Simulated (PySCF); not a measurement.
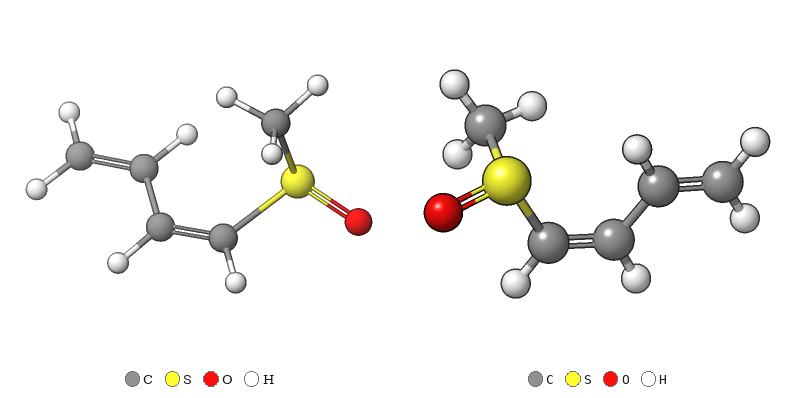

Both panels show the same species.

Computed geometry: GFN2-xTB optimisation. No frequency run is at hand to confirm it as a minimum.

What does the picture show?

It has 15 atoms: 5 carbon, 8 hydrogen, 1 oxygen and 1 sulfur (C5H8OS). SMILES: `C=C/C=C\[S@@](C)=O`. It has no ring. Among its groups: alkene, sulfoxide. The point group is C1. Coordination: 4 C trigonal planar; 1 S trigonal pyramidal; 1 C tetrahedral.

More results for the same structure follow; atom numbers are the same in all pictures, views and colours differ.

## Electronic properties

No frequency run is at hand to confirm it as a minimum. Properties computed with PBE0/pcSseg-1, gas phase (PySCF 2.14.0).

Predict the main results.

- dipole moment: 4.23 D
- HOMO energy (Kohn–Sham orbital): −6.61 eV
- LUMO energy (Kohn–Sham orbital): −1.52 eV
- HOMO–LUMO gap: 5.09 eV

## NMR shielding

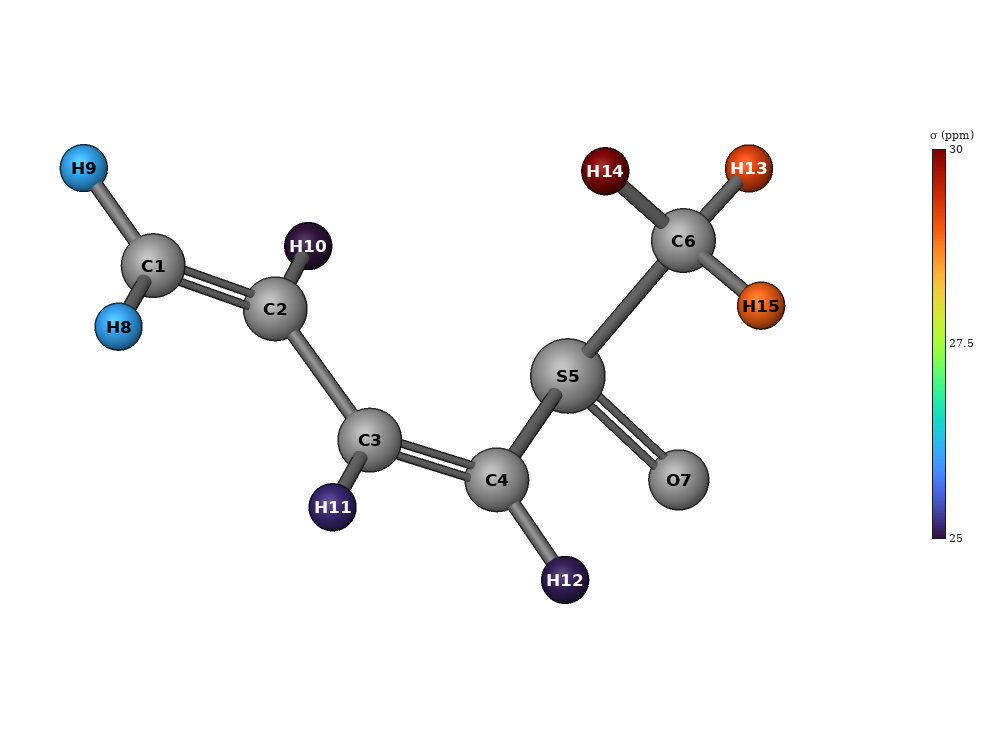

Atoms are coloured by their isotropic NMR shieldings (H only, the others grey). No frequency run is at hand to confirm it as a minimum. Properties computed with GIAO PBE0/pcSseg-1 NMR shielding, non-relativistic, gas phase (PySCF 2.14.0).

Give the isotropic NMR shieldings of the H atoms atom by atom.

```json
{"atom": "H8", "σ (ppm)": "26.11"}
{"atom": "H9", "σ (ppm)": "26.12"}
{"atom": "H10", "σ (ppm)": "25.02"}
{"atom": "H11", "σ (ppm)": "25.17"}
{"atom": "H12", "σ (ppm)": "25.09"}
{"atom": "H13", "σ (ppm)": "29.19"}
{"atom": "H14", "σ (ppm)": "29.96"}
{"atom": "H15", "σ (ppm)": "28.95"}
```

## Bond orders

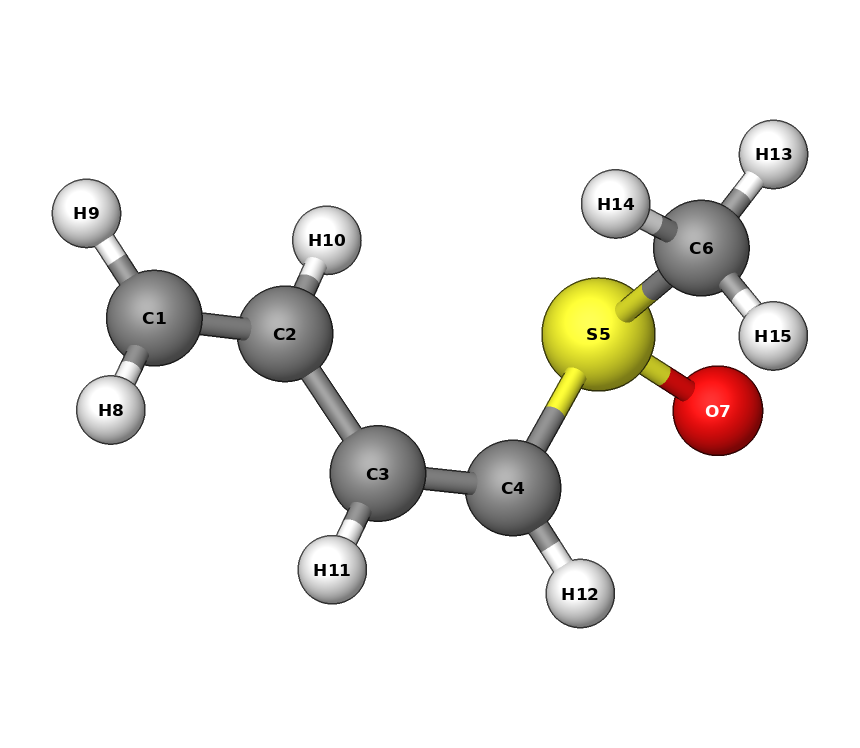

Every bond is drawn as one stick. No frequency run is at hand to confirm it as a minimum. Level of theory: PBE0/pcSseg-1 (PySCF 2.14.0).

Which bond has the highest Mayer bond order?

Answer. C1–C2, 1.91, at a length of 1.329 Å.

List the Mayer bond orders of C1–C2, C1–H8, C1–H9, C2–C3, C2–H10, C3–C4, C3–H11, C4–S5, C4–H12, S5–C6, S5–O7, C6–H13, C6–H14, C6–H15.

```tsv
bond	Mayer order	length (Å)
C1–C2	1.91	1.329
C1–H8	0.96	1.078
C1–H9	0.95	1.076
C2–C3	1.10	1.445
C2–H10	0.94	1.082
C3–C4	1.77	1.330
C3–H11	0.95	1.084
C4–S5	0.90	1.814
C4–H12	0.93	1.079
S5–C6	0.87	1.857
S5–O7	1.54	1.462
C6–H13	0.95	1.085
C6–H14	0.94	1.084
C6–H15	0.95	1.084
```
